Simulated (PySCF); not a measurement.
# One shape, several levels: SiHF3 (SMILES [H][Si](F)(F)F)

Wanted: a comparison of 6 runs (MP2/STO-3G, MP2/3-21G, MP2/6-31G, MP2/6-31G*, MP2/6-31G**, MP2/6-311G**) of SiHF3. 

Program for the calculation: PySCF 2.14.0.

### 1 Starting point

SiHF3 has 5 atoms, charge 0, and is taken as a singlet. SMILES: `[H][Si](F)(F)F`. The coordinates come from a GFN2-xTB relaxation.

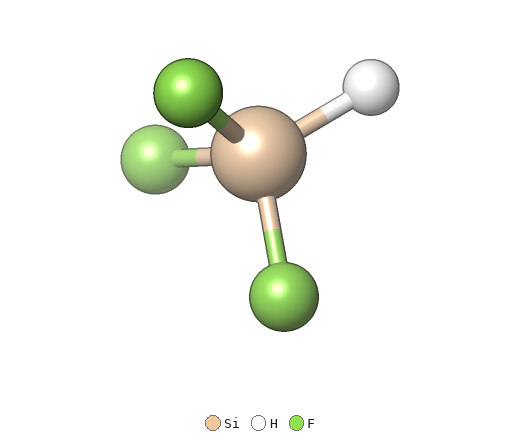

Viewed from a chosen angle; silicon light orange, hydrogen white, fluorine green.

### 2 A single-point energy at MP2/STO-3G (run 1)

Contents of start.xyz:

```xyz
5
F3HSi
Si     0.000340    -0.000830     0.089700
H      0.013020    -0.018610     1.516860
F      1.447640     0.010870    -0.544430
F     -0.734060     1.260040    -0.516490
F     -0.726940    -1.251460    -0.545640
```

Contents of job.py:

```python
from pyscf import gto, scf, mp

mol = gto.M(
    atom='start.xyz',
    basis='sto-3g',
    max_memory=1860,
    verbose=3,
    spin=0,
)

hf = scf.RHF(mol)
hf.conv_tol = 1e-10
hf.kernel()
if not hf.converged:
    hf = hf.newton().run(hf.mo_coeff, hf.mo_occ)

pt = mp.MP2(hf, frozen=8).run()
e_tot = pt.e_tot
print(f'total energy: {e_tot:.8f} hartree')
```

Launch:

```
$ OMP_NUM_THREADS=1 python job.py
```

The log of the run:

```text
converged SCF energy = -580.356989648694
E(RMP2) = -580.432349903887  E_corr = -0.0753602551928832
E(SCS-RMP2) = -580.436666110582  E_corr = -0.0796764618876994
total energy: -580.43234990 hartree
```

It took 0.64 s on 1 thread of Intel Xeon Platinum 8488C (Sapphire Rapids), shared host; peak memory 0.11 GiB.

### 3 The energy at MP2/3-21G (run 2)

Contents of job.py:

```python
from pyscf import gto, scf, mp

molecule = gto.Mole()
molecule.atom = '''
Si     0.000340    -0.000830     0.089700
H      0.013020    -0.018610     1.516860
F      1.447640     0.010870    -0.544430
F     -0.734060     1.260040    -0.516490
F     -0.726940    -1.251460    -0.545640
'''
molecule.max_memory = 1860
molecule.verbose = 3
molecule.basis = '3-21g'
molecule.build()

mf = scf.RHF(molecule)
mf.conv_tol = 1e-10
mf.kernel()
if not mf.converged:
    mf = mf.newton().run(mf.mo_coeff, mf.mo_occ)

pt = mp.MP2(mf, frozen=8).run()
etot = pt.e_tot
print('E = %.10f Eh' % etot)
```

Launch:

```
$ OMP_NUM_THREADS=1 python job.py
```

The log of the run:

```text
converged SCF energy = -584.873999481831
E(RMP2) = -585.274401913482  E_corr = -0.400402431651294
E(SCS-RMP2) = -585.263324488507  E_corr = -0.389325006675884
E = -585.2744019135 Eh
```

Run time: 0.66 s. Hardware: 1 thread of Intel Xeon Platinum 8488C (Sapphire Rapids), shared host; peak memory 0.12 GiB.

Runs 3 to 5 aren't shown in full; the table further down has their settings and results.

### 4 A single-point energy at MP2/6-311G(d,p) (run 6)

Contents of run.py:

```python
from pyscf import gto, mp

mol = gto.Mole()
mol.atom = '''
Si     0.000643    -0.001568     0.169508
H      0.024604    -0.035168     2.866450
F      2.735643     0.020541    -1.028824
F     -1.387172     2.381131    -0.976025
F     -1.373718    -2.364917    -1.031110
'''
mol.unit = 'bohr'
mol.max_memory = 1860
mol.verbose = 3
mol.basis = '6-311g**'
mol.charge = 0
mol.build()

hf = mol.RHF()
hf.conv_tol = 1e-10
hf.kernel()
if not hf.converged:
    hf = hf.newton().run(hf.mo_coeff, hf.mo_occ)

pt = mp.MP2(hf, frozen=8).run()
energy = pt.e_tot
print(f'total energy: {energy:.8f} hartree')
```

Launch:

```
$ OMP_NUM_THREADS=1 python run.py
```

The log of the run:

```text
converged SCF energy = -588.112514050043
E(RMP2) = -588.819074784399  E_corr = -0.706560734355581
E(SCS-RMP2) = -588.796198209969  E_corr = -0.683684159926243
total energy: -588.81907478 hartree
```

Wall time 1.5 s (1 thread of Intel Xeon Platinum 8488C (Sapphire Rapids), shared host); peak memory 0.2 GiB.

### 5 All runs side by side

```tsv
run	level	energy (Eh)	dipole moment (D) of the reference	HOMO energy (eV)	LUMO energy (eV)	wall time
1	MP2/STO-3G	-580.432350	1.61	-11.08	12.73	0.64 s
2	MP2/3-21G	-585.274402	2.70	-15.69	5.45	0.66 s
3	MP2/6-31G	-588.258027	3.22	-16.23	4.17	0.76 s
4	MP2/6-31G* (spherical functions)	-588.602485	2.16	-15.74	4.72	0.96 s
5	MP2/6-31G** (spherical functions)	-588.610639	2.17	-15.73	4.70	1 s
6	MP2/6-311G**	-588.819075	2.39	-15.94	3.92	1.5 s
```

### 6 Summary of results

| quantity | value |
| --- | --- |
| run 6: total energy | -588.81907 Eh |
| run 6: dipole moment (Hartree–Fock density) | 2.39 D |
| run 6: HOMO energy (Hartree–Fock orbitals) | -15.94 eV |
| run 6: LUMO energy (Hartree–Fock orbitals) | 3.92 eV |
| run 6: HOMO–LUMO gap (Hartree–Fock orbitals) | 19.86 eV |
| run 6: correlation energy (8 core orbitals frozen) | -706.6 mEh |

**Reading.** In run 1 the basis is minimal, so the values are rough. All runs together took 5.5 s, the longest 1.5 s.
